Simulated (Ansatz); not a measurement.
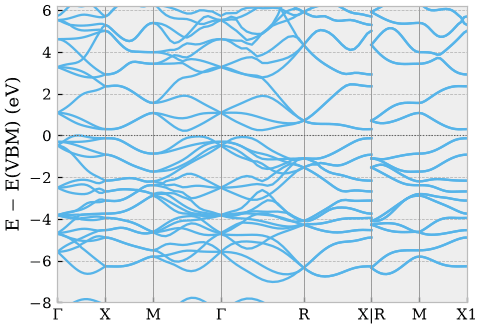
Band structure from DFT-LDA in the program Ansatz with PAW potentials

The gap is 0.22 eV; an edge lies off the plotted path or next to a special point (maximum on the Γ–X line, 43 % of the way from Γ, minimum off the standard path).

The material is SiRu in space group P2_13 (No. 198; Si on 4a, Ru on 4a).

The LDA relaxation kept the symmetry of its start. No spin polarisation was allowed. Scalar-relativistic: spin–orbit coupling is off unless named, which matters more the heavier the elements.

Potentials: the later of the program's two PAW sets.
